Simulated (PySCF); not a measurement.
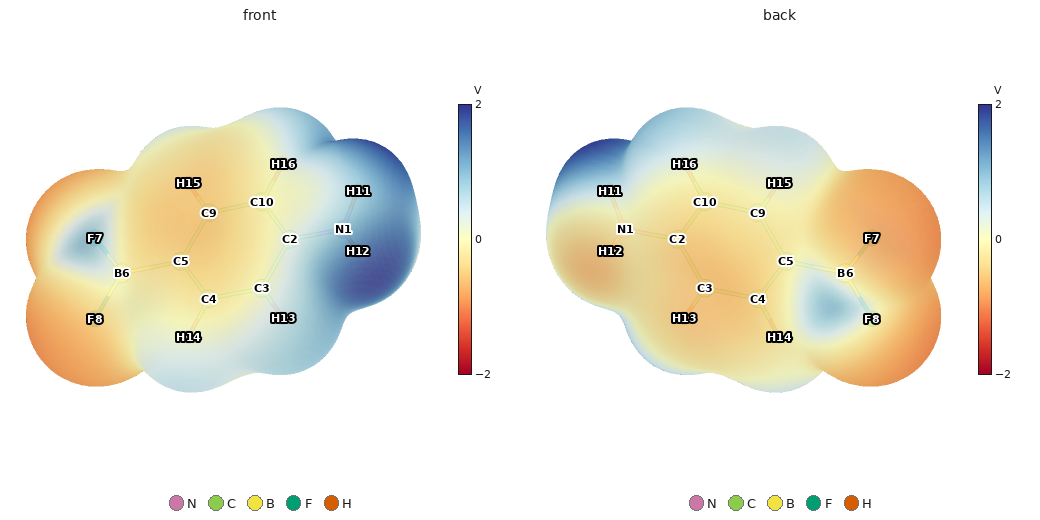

Figure 1: C$_{6}$H$_{6}$BF$_{2}$N (SMILES Nc1ccc(B(F)F)cc1). The molecular electrostatic potential painted on the density surface at 0.001 e/bohr³, seen from the front and from behind; red is negative and blue positive.

Geometry: PBE0-D3(BJ)/def2-SVP.

These are results of wB97X-D/def2-SVPD, SCF density, gas phase (PySCF 2.14.0), not measurements.

```xyz
16

N    -2.8415    0.0062    0.0145
C    -1.4741    0.0030    0.0018
C    -0.7566   -1.1890   -0.2267
C     0.6273   -1.1889   -0.2031
C     1.3621   -0.0162    0.0465
B     2.8952   -0.0225    0.0637
F     3.5967    1.0803    0.2875
F     3.5948   -1.1291   -0.1461
C     0.6363    1.1661    0.2750
C    -0.7475    1.1843    0.2548
H    -3.3172    0.8950   -0.0458
H    -3.3269   -0.7733   -0.4064
H    -1.3041   -2.1153   -0.4207
H     1.1626   -2.1249   -0.3848
H     1.1784    2.0952    0.4710
H    -1.2879    2.1172    0.4363
```

Question: Where is the surface potential most negative and most positive?

Answer: The most negative region (about −1.0 V) lies over F7 and F8, the most positive (about +1.9 V) over H11 and H12.

Question: How polar is the molecule by this calculation?

Answer: Its dipole moment is 4.76 D.
